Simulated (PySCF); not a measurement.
```xyz
15

C    -3.0185    0.1923   -0.2061
Si   -1.2495   -0.0355    0.4109
S    -0.0532   -0.4681   -1.3130
C     1.5482   -0.9081   -0.5396
Si    2.6546    0.6193   -0.2852
H    -3.6859    0.3907    0.6262
H    -3.0894    1.0257   -0.8986
H    -3.3766   -0.6946   -0.7203
H    -1.1156   -1.1792    1.3152
H    -0.7386    1.1703    1.0637
H     2.0069   -1.6116   -1.2317
H     1.3372   -1.4392    0.3861
H     2.9022    1.2416   -1.5820
H     3.8992    0.1517    0.3280
H     1.9746    1.5527    0.6132
```

Geometry: GFN2-xTB.

These are results of PBE0/pcSseg-1, SCF density, gas phase, non-relativistic (PySCF), not measurements.

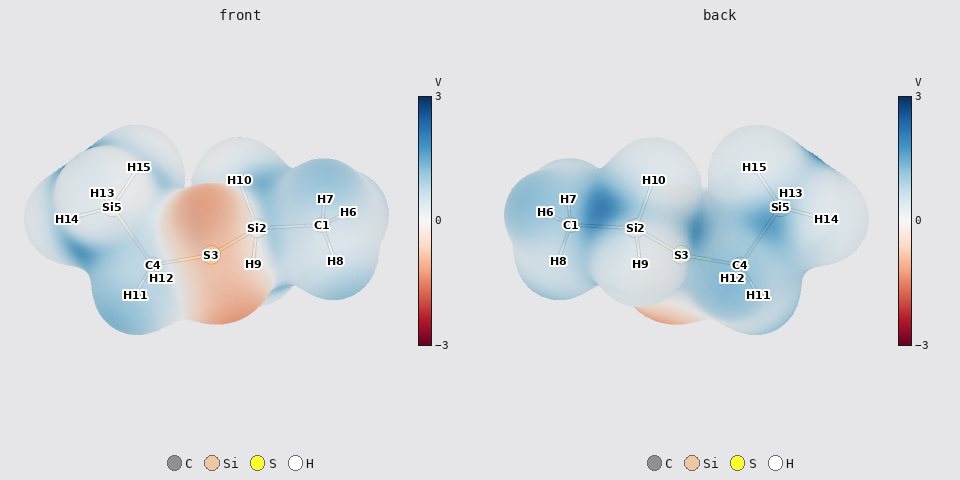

C2H10SSi2 (SMILES C[SiH2]SC[SiH3]). The electrostatic potential painted on the density surface at 0.004 e/bohr³, seen from the front and from behind; the colour scale runs from red (negative) to blue (positive).

**Which sites attract a positive test charge, and which a negative one?**

A positive charge is drawn to the negative regions and a negative charge to the positive ones. The most negative region (about −1.2 V, or −28 kcal/mol for a unit charge) lies over S3, the most positive (about +1.9 V, or +44 kcal/mol for a unit charge) over Si2 and Si5.
